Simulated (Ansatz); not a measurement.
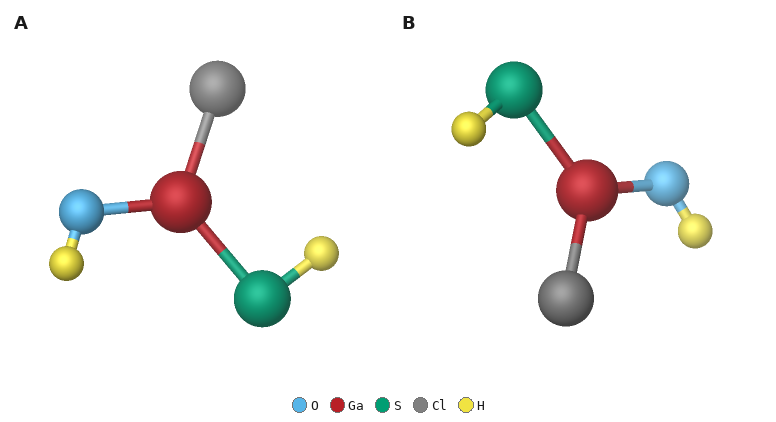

2 stationary structures of one formula. Geometries: PBE0-D4/def2-TZVP. Electronic energies: ωB97M-V/def2-TZVPP (Ansatz 0.2.0), without zero-point energy. No frequency run is at hand to confirm each as a minimum.

How are they related?

They are conformers of ClGaH2OS: `[OH][Ga]([SH])[Cl]`.

Which is lowest in energy, and by how much?

B is lowest (Cs); A lies 0.040 eV above it (Cs).

Give E(B) − E(A) in eV at these levels too: ωB97X-V/def2-TZVPP; CCSD(T)/CBS (from def2-TZVPP and def2-QZVPP); RHF-CCSD(T) (frozen core)/def2-TZVPP; PBE-D4/def2-TZVPP; ωB97M-V/def2-TZVPP; RHF-CCSD(T) (frozen core)/def2-QZVPP; B2PLYP (frozen core)/def2-TZVPP; PBE0-D4/def2-TZVP.

| level | E(B) − E(A) (eV) |
| --- | --- |
| ωB97X-V/def2-TZVPP | −0.039 |
| CCSD(T)/CBS (from def2-TZVPP and def2-QZVPP) | −0.036 |
| RHF-CCSD(T) (frozen core)/def2-TZVPP | −0.036 |
| PBE-D4/def2-TZVPP | −0.041 |
| ωB97M-V/def2-TZVPP | −0.040 |
| RHF-CCSD(T) (frozen core)/def2-QZVPP | −0.035 |
| B2PLYP (frozen core)/def2-TZVPP | −0.039 |
| PBE0-D4/def2-TZVP | −0.041 |
